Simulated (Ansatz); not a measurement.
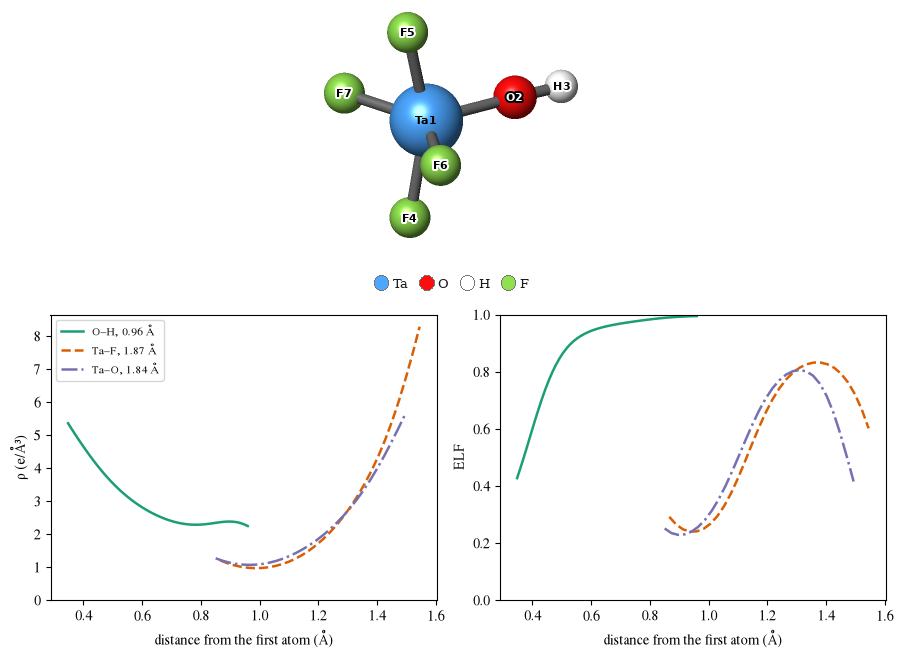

The picture shows: F$_{4}$HOTa. Electron density and ELF along straight lines between neighbouring atoms. The curves leave out the atomic cores. The structure is drawn too.

Core potentials replace the inner electrons of Ta.

These are results of RKS CAM-B3LYP-D4/def2-SVP (Ansatz 0.2.0), not measurements.

```yaml
atoms:
  - { symbol: Ta, position_ang: [-0.0050, -0.0516, 0.0727] }
  - { symbol: O, position_ang: [1.8193, -0.1754, 0.2602] }
  - { symbol: H, position_ang: [2.7687, -0.2409, 0.3819] }
  - { symbol: F, position_ang: [-0.5588, -0.0907, 1.8736] }
  - { symbol: F, position_ang: [-0.1739, 0.0366, -1.8021] }
  - { symbol: F, position_ang: [-0.5917, 1.7263, 0.0735] }
  - { symbol: F, position_ang: [-0.8116, -1.7352, -0.0695] }
```

> What can be read from the curves?

O–H (0.96 Å): the density is about 3.7 e/Å³ at the midpoint; the ELF climbs to about 1 towards the hydrogen, as it does in any bond to H: an ordinary covalent bond to hydrogen.
Ta–F (1.87 Å): the density is about 1 e/Å³ at the midpoint; the ELF peaks at about 0.85 in the valence shell of F, 0.5 Å from its nucleus, and drops to about 0.25 between the two atoms.
Ta–O (1.84 Å): ρ at the midpoint is about 1.1 e/Å³; the ELF peaks at about 0.80 in the valence shell of O, 0.5 Å from its nucleus, and drops to about 0.25 between the two atoms.
